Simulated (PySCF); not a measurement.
Ga(Cp), C₅H₅Ga, singlet at its PBE0/def2-SVP optimised geometry (Å):

```
11

Ga    -0.2315    -0.0096    -2.1001
C      0.9868     0.0000     0.0000
C      0.1535    -1.1471     0.0100
C     -1.1950    -0.7090     0.0162
C     -1.1950     0.7089     0.0097
C      0.1534     1.1471     0.0000
H      2.0766     0.0000     0.0000
H      0.4903    -2.1835     0.0193
H     -2.0766    -1.3495     0.0311
H     -2.0766     1.3495     0.0187
H      0.4902     2.1835    -0.0006
```

Calculation: PBE0/def2-TZVP (PySCF 2.14.0). Cells within 0.4 Å of a nucleus heavier than hydrogen are left out (blank, or x).

Map of the deformation density (molecule minus spherical neutral atoms) (e/bohr³) on the plane z = 0.0 Å:

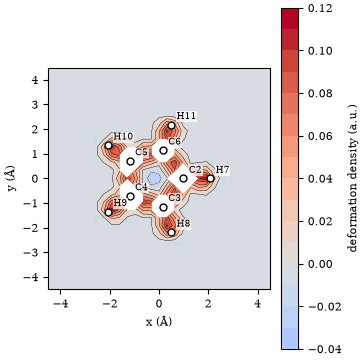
Figure: Deformation density (molecule minus spherical neutral atoms) (e/bohr³) on the plane z = 0.0 Å.
